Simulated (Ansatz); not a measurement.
AlBH4SeSi

Input

```
crystal:
  periodic: [false, false, false]
  atoms:
    - {symbol: Al, position_ang: [-0.946374, 1.804809, -0.489523]}
    - {symbol: B, position_ang: [0.106564, 0.017956, -0.314789]}
    - {symbol: Si, position_ang: [0.706806, -1.537626, 0.718928]}
    - {symbol: Se, position_ang: [1.201215, -1.079999, -1.460018]}
    - {symbol: H, position_ang: [-2.474885, 1.798844, -0.928120]}
    - {symbol: H, position_ang: [-0.247979, 3.189079, -0.136102]}
    - {symbol: H, position_ang: [1.871225, -1.502816, 1.634036]}
    - {symbol: H, position_ang: [-0.124471, -2.747244, 0.919788]}
basis:
  gaussian: {orbitals: def2-TZVPP}
hamiltonian: {xc: pbe0, dispersion: d4}
output: {orbitals: {seedname: orbitals}}
```

Command:

```sh
ansatz run in.yaml --threads 2 --pin off --events-out ev --progress --plain --max-ram 4352MiB
```

Geometry: PBE0-D4/def2-TZVP.

The calculation used Ansatz, RKS PBE0-D4/def2-TZVPP.

Question: Predict the electron density and electron localisation function between the atoms.

Answer: B–Se (1.93 Å): ρ is about 0.98 e/Å³ halfway; the ELF peaks at about 0.80 between the atoms, as expected for a covalent bond.
Si–B (1.96 Å): ρ is about 0.77 e/Å³ halfway; the ELF peaks at about 0.90 between the atoms; localised, covalent bonding.
Al–B (2.08 Å): ρ is about 0.6 e/Å³ halfway; the ELF peaks at about 1 between the atoms, as expected for a shared electron pair.
Si–Se (2.28 Å): ρ is about 0.66 e/Å³ halfway, with its minimum of 0.55 e/Å³ about 0.8 Å from Si; the ELF peaks at about 0.75 between the atoms.

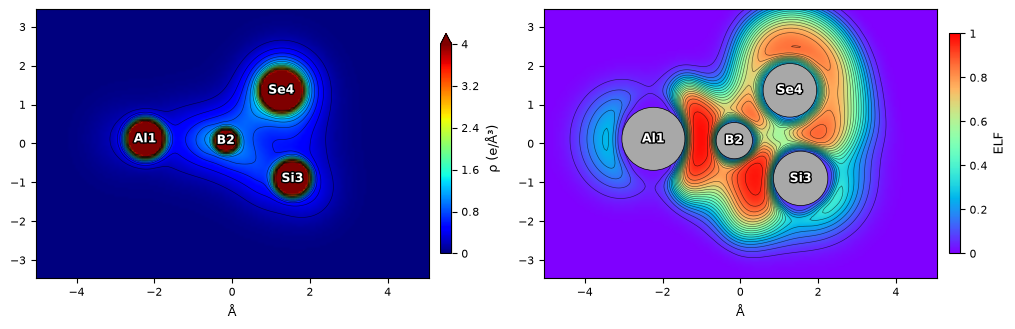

Computed electron density and electron localisation function on the plane of atoms Si3, B2 and Se4, in this order. Grey discs cover the atomic cores in the ELF map. 
